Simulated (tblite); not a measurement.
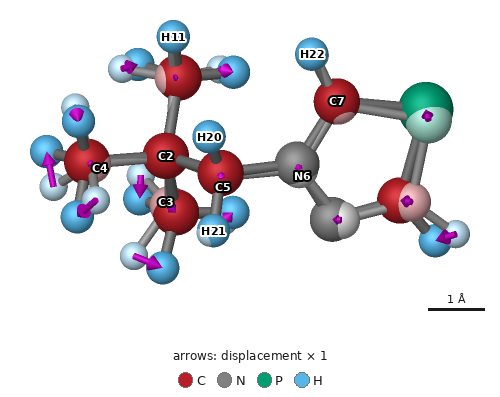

This is a relaxation of C7H13N2P. The starting structure is drawn faded, the final one solid; purple arrows show the displacements, at their true length. The two geometries are superimposed by the best rigid fit.

The picture is a ball-and-stick view, seen at a tilt.

Level of theory: tblite 0.8.0, GFN2-xTB geometry optimisation, gas phase. 

**Atoms of which element are displaced furthest, and by how much?**

Hydrogen: up to 0.68 Å, against 0.25 Å for carbon.

**What did the optimiser do to the structure, and how much energy did it gain?**

The largest move after the best rigid fit is that of an H atom, 0.68 Å. Largest moves by element: H 0.68 Å, C 0.25 Å, P 0.24 Å, N 0.17 Å. Among the contacts that change: C–P 1.570 → 1.758 Å, C–C 1.469 → 1.529 Å, C–C 1.493 → 1.547 Å, C–H 1.126 → 1.093 Å. Bond angles that change, for instance: N–C–H 130.0° → 118.5°, P–C–H 117.8° → 125.7°, C–P–C 92.4° → 85.4°. Groups turn about C–C by about 35°. After 76 geometry steps the energy has fallen by 172.2 kJ/mol.
